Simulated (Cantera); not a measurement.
Charge: 1 mol Ti(OiPr)4, 6.5 mol H2O, equilibrated at 21.0 Pa.

Method: chemical equilibrium by Gibbs-energy minimisation in Cantera with the NASA 1993 tables (ideal gas, pure condensed phases). Candidate condensed phases: C, C6H6, C7H8, C8H18, H2O, Ti, TiC, TiO, TiO2, Ti2O3, Ti3O5, Ti4O7; 113 gas species. The feed counts by its element totals alone. TiC: taken at fixed stoichiometry. Condensed phases not in the tables: Magnéli phases beyond Ti4O7. The numbers say what is thermodynamically allowed, not how fast it happens.

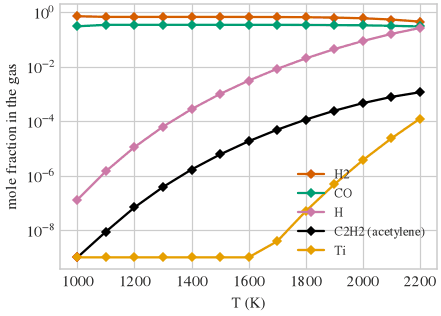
*Equilibrium gas composition (values under 1e-9 drawn at 1e-9)*

### Question
Read off the mole fractions at 1600 K.

### Answer
H2 about 0.66, CO about 0.34, H about 0.0030, C2H2 (acetylene) about 1.8e-5.
